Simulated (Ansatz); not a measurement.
**TiH₂SOF₂: an energy map over angle O1–Ti2–S5 and dihedral O1–Ti2–S5–H7**

How does the energy of F2H2OSTi, SMILES [OH][Ti]([F])([F])[SH] change over two coordinates at once? A grid of runs gives the map.

Computed with Ansatz 0.2.0. Level: RKS B3LYP-D4/def2-SVP.

**1. The starting structure**

SMILES `[OH][Ti]([F])([F])[SH]`, 7 atoms, charge 0, spin multiplicity 1.

Atoms are counted from 1 here; the program's logs count them from 0.

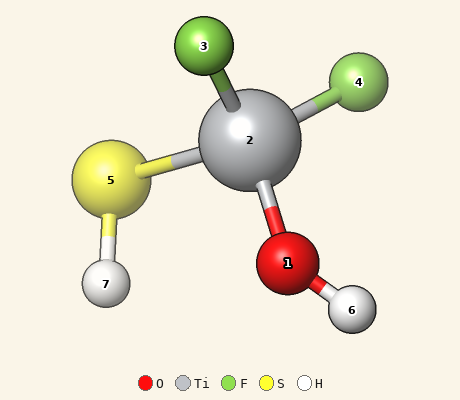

The starting geometry (oxygen red, titanium light grey, fluorine green, sulfur yellow, hydrogen white); atoms are numbered from 1 in the order of the file.

Geometry (Å):

```xyz
7

O    -0.6647    0.4708    1.1512
Ti    0.0663   -0.5913   -0.0617
F     1.1835   -1.7051    0.7068
F    -1.1374   -1.5251   -0.9233
S     1.2036    0.7406   -1.5678
H    -1.5659    0.7102    1.4297
H     0.9758    1.8318   -0.7808
```

This geometry comes from a loose relaxation at PBE in a small basis, which is not shown.

**3. Setting up the map**

- angle O1–Ti2–S5: 9 values from 62.6 to 152.6 °
- dihedral O1–Ti2–S5–H7: 9 values from −180 to 140 °, periodic

Nothing else is relaxed (all other coordinates rigid). Energies count from the relaxed molecule at the same level. Points are written as (first, second).

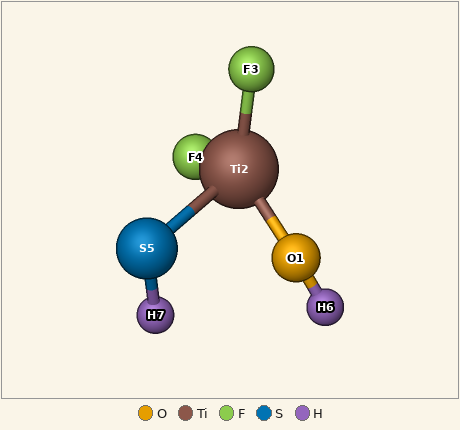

The geometry at (73.9°, −60°).

(The set-up runs are not shown.)

**4. The run at (107.6°, −180°)**

Input file input.yaml:

```yaml
crystal:
  periodic: [false, false, false]
  atoms:
    - { symbol: O, position_ang: [-0.70682, 0.457417, 1.11907] }
    - { symbol: Ti, position_ang: [0.045939, -0.591756, -0.07216] }
    - { symbol: F, position_ang: [1.187868, -1.657217, 0.712614] }
    - { symbol: F, position_ang: [-1.111821, -1.563, -0.937811] }
    - { symbol: S, position_ang: [1.134883, 0.751608, -1.59463] }
    - { symbol: H, position_ang: [-1.561847, 0.726353, 1.476521] }
    - { symbol: H, position_ang: [1.555344, -0.330282, -2.2948] }
basis:
  gaussian: { orbitals: def2-SVP }
hamiltonian:
  xc: { name: B3LYP }
  dispersion: d4
output:
  forces: true
```

Started as:

```
ansatz run input.yaml --threads 1 --pin off --max-ram 2560MiB --backend cpu --events-out ev --progress --plain --runs-dir out
```

Further runs follow: all other points of the grid.

Before running it: what results should come out? Wanted: lowest point; highest computed point; dipole moment.

The runs gave:

| quantity | value |
| --- | --- |
| lowest point | (107.6°, −180°), −0.6 kcal/mol |
| highest computed point | (62.6°, −20°), 72.1 kcal/mol above the lowest |
| dipole moment (D) | 1.65 at (141.4°, 140°) to 4.15 at (62.6°, 20°); 1.97 at the lowest point |
| time for the whole task | 9 min on 1 thread, shared host |

**Reading.** The lowest computed point is at (107.6°, −180°), −0.6 kcal/mol from the relaxed molecule at the same level. There is a further well near (107.6°, 20°) (0.6 kcal/mol above the lowest at that grid point). The highest computed point, (62.6°, −20°), lies 72.1 kcal/mol above the lowest. On the interpolated surface the easiest way out of the lowest well to the well at (107.6°, 20°) passes a barrier of about 1.8 kcal/mol. Round the minimum the two coordinates are nearly uncoupled. Between some neighbouring points the energy changes steeply; a change of electronic state there was not ruled out.
